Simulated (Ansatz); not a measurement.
Input file:

```
crystal:
  lattice:
    - [3.8209242174, 0.0, 0.0]
    - [0.0, 3.8209242174, 0.0]
    - [0.0, 0.0, 6.6877025975]
  atoms:
    - { symbol: Fe, position: [0.0, 0.0, 0.0] }
    - { symbol: Fe, position: [0.5, 0.5, 0.8149601043] }
    - { symbol: Fe, position: [0.5, 0.5, 0.1850398957] }
    - { symbol: Pb, position: [0.0, 0.0, 0.5] }
    - { symbol: O, position: [0.0, 0.5, 0.7906549661] }
    - { symbol: O, position: [0.5, 0.0, 0.7906549661] }
    - { symbol: O, position: [0.0, 0.5, 0.2093450339] }
    - { symbol: O, position: [0.5, 0.0, 0.2093450339] }
basis:
  ecutwfc: 420
kpoints:
  mp_grid: { grid: [8, 8, 6] }
hamiltonian:
  xc: pbe
scf:
  occupations: { method: gaussian, width: 0.1 }
output:
  forces: true
  stress: true
  eigenvalues: true
  write_density: true
  write_potential: true
  elf: true
  volumetric_format: npy
relax:
  adjacent_minimum: "off"
  f_tol: 0.01
  max_steps: 40
  cell: { stress_tol: 0.05 }
```

Command:

```sh
ansatz run input.yaml --threads 1 --pin off --max-ram 2560MiB --backend cpu --events-out ev --progress --plain --runs-dir out
```

Below, planes, directions and counts refer to the conventional cell (a = 3.61 Å, b = 3.61 Å, c = 7.26 Å, α = 90.00°, β = 90.00°, γ = 90.00°).

The fields are those of the run's last geometry, not of the input's.

Space group P4/mmm; a generated structure, not necessarily the stable one; computed without spin polarisation.

Theory: Ansatz 0.2.0, DFT PBE, scalar-relativistic, plane waves, PAW.

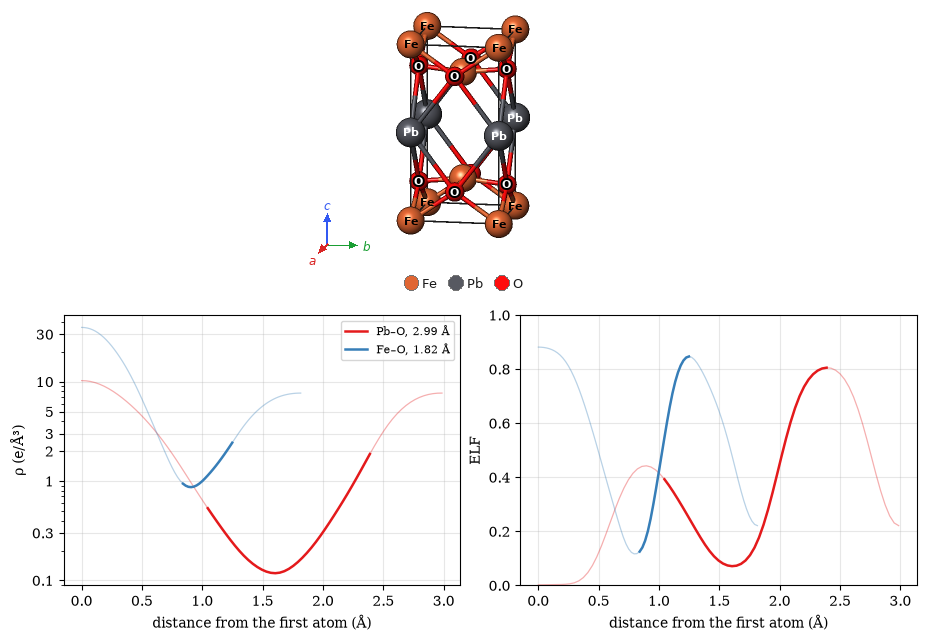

Fe3PbO4. Valence electron density and ELF along straight lines between neighbouring atoms. Thin, pale parts lie inside the atomic spheres. The structure is drawn too.

The density is the valence pseudo-density of a PAW calculation; it isn't the true density close to the nuclei.

Compare the contacts.

Pb–O (2.99 Å): ρ is about 0.13 e/Å³ halfway; the ELF is about 0.10 at the midpoint; no localised pair shows between them.
Fe–O (1.82 Å): the density is about 0.87 e/Å³ at the midpoint; the ELF peaks at about 0.85 in the valence shell of O, 0.6 Å from its nucleus, and is about 0.20 at the midpoint: no shared electron pair shows on this line.
